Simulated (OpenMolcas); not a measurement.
AlNH₂Cl: single-point calculation (part 3 of 3)

Continued. System: AlNH₂Cl, multiplicity 2, SMILES [NH2][Al][Cl]. Method: CASSCF/ANO-RCC-VDZP, DKH2 (OpenMolcas 26.06). The geometry comes from this level: PBE0-D4/def2-TZVP.

Geometry of the input (Å):
```
N  -0.5494  0.4617  -0.2320
Al 0.4026  -0.2916  1.0491
Cl 1.9070  -1.6497  0.4408
H  -1.2936  1.1233  -0.0835
H  -0.4166  0.2827  -1.2159
```

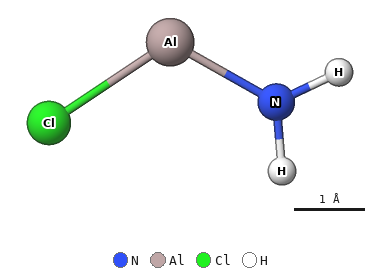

Figure 1. The input geometry (ball-and-stick view, seen on its broad side). Sticks mark near contacts.

## Notes

Further notes kept with the run: an active orbital turned away from the chosen space.
